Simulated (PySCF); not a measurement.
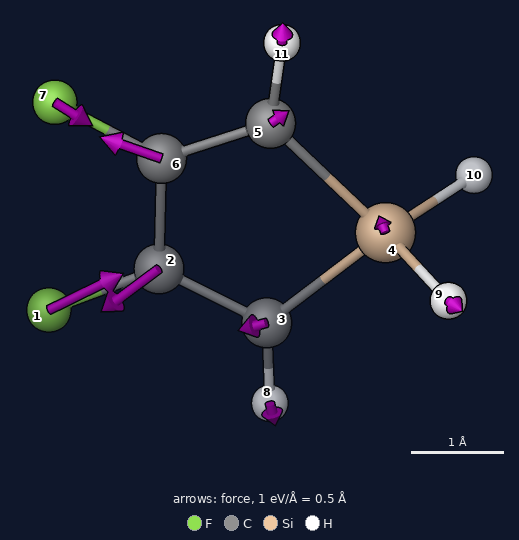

Starting geometry of C₄H₄F₂Si with the computed forces as purple arrows. A ball-and-stick model, seen at a tilt.

The start comes from GFN2-xTB. Its atoms were then displaced at random by about 0.01 Å.

The calculation used PBE0-D3(BJ)/def2-SVP geometry optimisation, gas phase (PySCF 2.14.0, density-fitted response routines). 

**What follows when this structure is relaxed?**

It isn't relaxed: the largest force vector, on F1, is 2.01 eV/Å. The final displacements follow the starting forces only in part (cosine between the two patterns 0.52). The largest move after the best rigid fit is that of F1, 0.079 Å. By element the largest moves are F 0.079 Å, H 0.056 Å, C 0.044 Å, Si 0.018 Å. Near-neighbour distances that change, for instance: F1–C2 1.372 → 1.322 Å, C3–Si4 1.841 → 1.871 Å, Si4–H9 1.464 → 1.492 Å, C6–F7 1.347 → 1.321 Å. Among the angles between lasting bonds that change: F1–C2–C6 119.0° → 116.0°, C2–C3–H8 119.4° → 122.4°, H9–Si4–H10 111.3° → 109.1°. The energy falls by 3.10 kcal/mol in 8 geometry steps. Cost: 57 s on 1 thread of Arm Neoverse V1, on a shared host.
